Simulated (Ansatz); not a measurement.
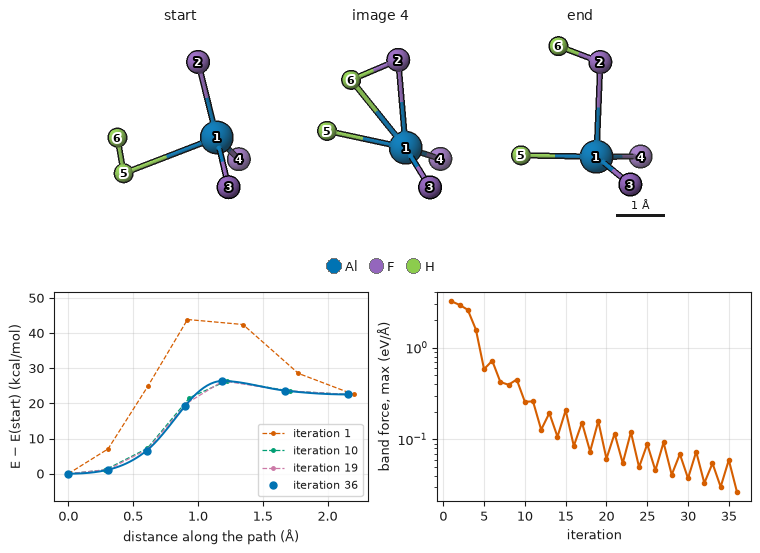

A nudged-elastic-band calculation for AlH2F3. Images are numbered from 0 (start) to 6 (end). The plot follows the band through its iterations. Style: ball-and-stick. Shown at a tilt.

All numbers below come from RKS PBE0/def2-SVP in Ansatz 0.2.0. Run with 5 movable images; climbing image; force threshold 0.03 eV/Å; iteration limit 60; optimiser L-BFGS; largest step 0.5 Å; starting path through a guess of the saddle point.

**How did the profile develop, and is the result final?**

The run is converged, with reservations. The band converged in 36 iterations. The largest component of the band force went from 3.2 to 0.027 eV/Å. The climbing image converged on the top of the path. Its curvatures weren't checked. The step length is far from the usual. The first iteration put the highest image at 43.9 kcal/mol. Forward barrier 26.4 kcal/mol, backward barrier 3.8 kcal/mol, with image 4 at the top; the reaction energy is +22.5 kcal/mol.

Cost: 3 min on 1 thread of Intel(R) Xeon(R) 6975P-C (Granite Rapids), with other jobs on the host, peak memory 0.14 GiB.
